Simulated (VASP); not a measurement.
Energy against volume of MgSe (rock salt). Calculation: PW91 GGA, VASP's PBE PAW potentials (set 64) (plane waves; VASP).

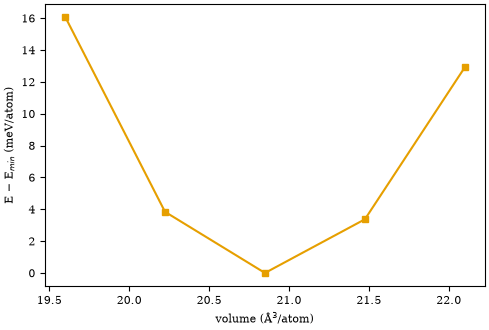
Energy against volume

Q: Estimate the equilibrium volume and the bulk modulus.

A: The minimum lies near 20.9 Å³/atom, and the curvature gives B0 of about 61 GPa.

Measured: a 5.460 Å (computed value off by +0.8 %), as given by M J Lucero et al., Journal of Physics Condensed Matter (2012), arXiv:1111.4515. The calculation is for a static lattice, while the measured a holds thermal and zero-point effects, which are part of the difference.

The compound is MgSe in the rock salt structure. It was relaxed first.
